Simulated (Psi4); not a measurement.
**wB97X-D/def2-SVP (sweep point 6) run of SiH2S2 (SMILES S[Si]S)**

What is the vertical electron affinity of SiH2S2 at wB97X-D/def2-SVP (sweep point 6)? 

The calculation is run with Psi4 1.11.

4 further runs of the same task are left out: 4 set aside as unsound or not needed.

## 1. The structure to begin with

SiH2S2 has 5 atoms, charge 0, and is taken as a singlet. As SMILES, `S[Si]S`. The shape is that of a PBE0-D4/def2-TZVP optimisation. This is one conformer, not always the lowest.

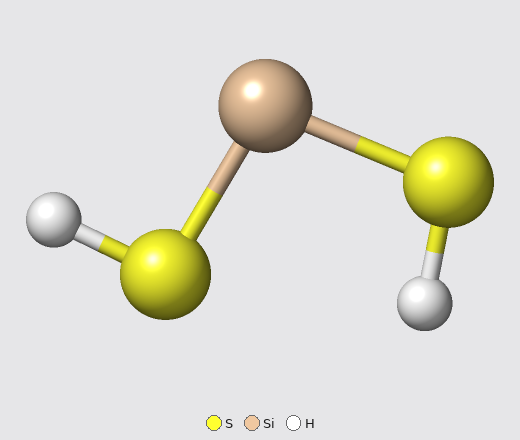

The structure, seen from a chosen angle (sulfur yellow, silicon light orange, hydrogen white).

## 2. A single-point energy at wB97X-D/def2-SVP (sweep point 6)

calc.inp reads:

```
memory 1600 mb

molecule system {
  0 1
  S     -1.21074753    -1.93470161    -1.02271978
  Si    -1.23814856     1.83095564     0.44937687
  S      2.69569432     2.11139100     1.38743692
  H     -3.69384766    -1.96947257    -1.55921303
  H      3.54153573    -0.17744528     0.66688435
  units bohr
  symmetry c1
}

set reference rks
set puream true
set scf_type pk
set dft_radial_points 99
set dft_spherical_points 590

energy_value = energy('wb97x-d/def2-SVP')
print_variables()
```

On the command line:

```bash
psi4 -n 1 calc.inp calc.out
```

calc.out:

```text
[...]
  Running in c1 symmetry.
[...]
  Nuclear repulsion =  175.698373813974484
[...]
  Multiplicity = 1
[...]
  Nalpha       = 24
  Nbeta        = 24
[...]
    Number of basis functions: 64
[...]
   @RKS iter   1: -1086.70779172804146   -3.69572e-01   4.29289e-03 DIIS/ADIIS
[...]
   @RKS iter   8: -1086.75447976261239   -2.84324e-08   6.30774e-07 DIIS
[...]
    Orbital Energies [Eh]
    ---------------------
    Doubly Occupied:
       1A    -89.022076     2A    -89.016543     3A    -66.299942
       4A     -8.075331     5A     -8.069771     6A     -6.028545
       7A     -6.024971     8A     -6.023229     9A     -6.021927
      10A     -6.019086    11A     -6.016421    12A     -5.433080
      13A     -3.782356    14A     -3.779739    15A     -3.776324
      16A     -0.860295    17A     -0.824830    18A     -0.582180
      19A     -0.524492    20A     -0.466445    21A     -0.401944
      22A     -0.393028    23A     -0.347363    24A     -0.326381
[...]
  @RKS Final Energy: -1086.75447976261239
   => Energetics <=
    Nuclear Repulsion Energy =            175.6983738139744844
    One-Electron Energy =               -1852.1249636256000031
    Two-Electron Energy =                 642.8148569347547436
    DFT Exchange-Correlation Energy =     -53.1420210441479028
    Empirical Dispersion Energy =          -0.0007258415937361
    VV10 Nonlocal Energy =                  0.0000000000000000
    Total Energy =                      -1086.7544797626123909
[...]
 Multipole Moments:
 ------------------------------------------------------------------------------------
     Multipole            Electronic (a.u.)      Nuclear  (a.u.)        Total (a.u.)
 ------------------------------------------------------------------------------------
 L = 1.  Multiply by 2.5417464519 to convert [e a0] to [Debye]
 Dipole X            :         -0.1099496           -0.2084042           -0.3183539
 Dipole Y            :          1.2862113           -1.6423088           -0.3560975
 Dipole Z            :          0.4818075           -0.6886525           -0.2068450
 Magnitude           :                                                    0.5205185
[...]
```

Wall time 8.4 s (1 thread of Intel Xeon Platinum 8259CL at 2.50GHz (Skylake/Cascade Lake), shared host); peak memory 0.66 GiB.

## 3. The doublet anion at the same level

calc.inp reads:

```
memory 1600 MB

molecule {
  -1 2
  S     -1.21074753    -1.93470161    -1.02271978
  Si    -1.23814856     1.83095564     0.44937687
  S      2.69569432     2.11139100     1.38743692
  H     -3.69384766    -1.96947257    -1.55921303
  H      3.54153573    -0.17744528     0.66688435
  units au
  symmetry c1
}

set globals {
  basis                def2-SVP
  reference            uks
  puream               true
  scf_type             pk
  dft_radial_points    99
  dft_spherical_points 590
  maxiter              150
}

E, wfn = energy("wb97x-d", return_wfn=True)
print_variables()
```

On the command line:

```bash
psi4 -i calc.inp -o calc.out -n 1
```

calc.out:

```text
[...]
  Running in c1 symmetry.
[...]
  Nuclear repulsion =  175.698373813974484
[...]
  Multiplicity = 2
[...]
  Nalpha       = 25
  Nbeta        = 24
[...]
    Number of basis functions: 64
[...]
   @UKS iter   1: -1086.66680817713109   -3.28589e-01   5.61358e-03 DIIS/ADIIS
[...]
   @UKS iter   9: -1086.75866506295847   -1.93202e-08   4.04551e-07 DIIS
[...]
   @S^2 Observed:                7.549945736E-01
[...]
    Orbital Energies [Eh]
    ---------------------
    Alpha Occupied:
       1A    -88.803710     2A    -88.797956     3A    -66.029308
       4A     -7.857023     5A     -7.851309     6A     -5.811274
       7A     -5.806748     8A     -5.805732     9A     -5.803216
      10A     -5.800817    11A     -5.797544    12A     -5.164908
      13A     -3.513581    14A     -3.512613    15A     -3.510356
      16A     -0.645739    17A     -0.613902    18A     -0.366590
      19A     -0.318425    20A     -0.260041    21A     -0.192389
      22A     -0.188465    23A     -0.146830    24A     -0.106010
      25A      0.009637
    Alpha Virtual:
[...]
  @UKS Final Energy: -1086.75866506295847
   => Energetics <=
    Nuclear Repulsion Energy =            175.6983738139744844
    One-Electron Energy =               -1862.9772795397821028
    Two-Electron Energy =                 653.8178037974124663
    DFT Exchange-Correlation Energy =     -53.2968372929696130
    Empirical Dispersion Energy =          -0.0007258415937361
    VV10 Nonlocal Energy =                  0.0000000000000000
    Total Energy =                      -1086.7586650629586984
[...]
 Multipole Moments:
 ------------------------------------------------------------------------------------
     Multipole            Electronic (a.u.)      Nuclear  (a.u.)        Total (a.u.)
 ------------------------------------------------------------------------------------
 L = 1.  Multiply by 2.5417464519 to convert [e a0] to [Debye]
 Dipole X            :          0.6264356           -0.2084042            0.4180313
 Dipole Y            :          0.7322483           -1.6423088           -0.9100605
 Dipole Z            :          0.4194099           -0.6886525           -0.2692426
 Magnitude           :                                                    1.0370400
[...]
```

Run time: 12 s. Hardware: 1 thread of Intel Xeon Platinum 8259CL at 2.50GHz (Skylake/Cascade Lake), shared host; peak memory 0.66 GiB.

## 4. What came out

Level: wB97X-D/def2-SVP (sweep point 6).

| quantity | value |
| --- | --- |
| singlet SiH2S2: total energy | -1086.75448 Eh |
| singlet SiH2S2: dipole moment | 1.32 D |
| singlet SiH2S2: HOMO energy | -8.88 eV |
| singlet SiH2S2: LUMO energy | -0.42 eV |
| singlet SiH2S2: HOMO–LUMO gap | 8.46 eV |
| singlet SiH2S2: dispersion energy | -1.91 kJ/mol |
| doublet anion: total energy | -1086.75867 Eh |
| doublet anion: HOMO energy (highest over α and β) | 0.26 eV |
| doublet anion: LUMO energy (lowest over α and β) | 6.39 eV |
| doublet anion: dispersion energy | -1.91 kJ/mol |
| doublet anion: ⟨S²⟩ | 0.755 |
| vertical electron affinity (to the doublet anion) | 0.114 eV |

What this shows: At fixed nuclei the extra electron is bound by 0.11 eV (11.0 kJ/mol). The basis has no diffuse functions, so the error can be as large as this value. The HOMO (doublet anion) lies at positive energy, 0.26 eV; only total energies tell whether the electron is bound.
